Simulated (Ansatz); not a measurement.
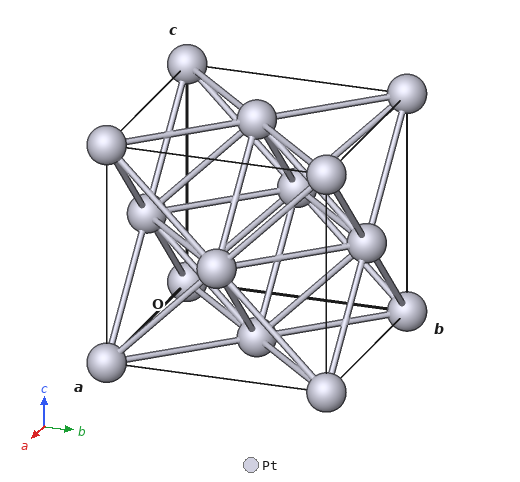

Crystal: Pt, a calculation's input that goes back to an entry of the Crystallography Open Database (an earlier step may have relaxed or displaced it). One unit cell is drawn above. All values are computed from the atomic coordinates in the standard setting (tolerance 0.002 Å).

```xyz
4
Lattice="3.9158 0.0000 0.0000 0.0000 3.9158 0.0000 0.0000 0.0000 3.9158" Properties=species:S:1:pos:R:3 pbc="T T T"
Pt    0.0000    0.0000    0.0000
Pt    0.0000    1.9579    1.9579
Pt    1.9579    0.0000    1.9579
Pt    1.9579    1.9579    0.0000
```

What is its point group?

Answer. m-3m (Oh), order 48, cubic system: three fourfold axes, four threefold axes, six twofold axes, nine mirror planes, an inversion centre.

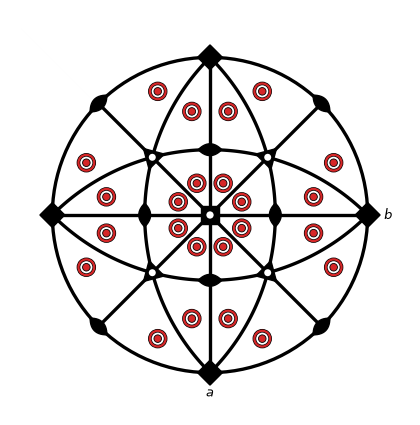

Stereographic projection: filled dots lie in the upper hemisphere, open rings in the lower; heavy lines are mirror planes (a heavy rim: a mirror in the plane of the page); lens, triangle, square and hexagon are 2-, 3-, 4- and 6-fold axes, a lens in an open square is −4, a triangle in an open hexagon −6; thin dashed diameters join the ends of axes that lie in the page; a small open circle marks inversion. The poles are one general form. The c axis points at the viewer.

What does this class allow?

Answer. Class m-3m is centrosymmetric, so neither piezoelectric nor pyroelectric; it is not chiral. Its Laue class is m-3m.
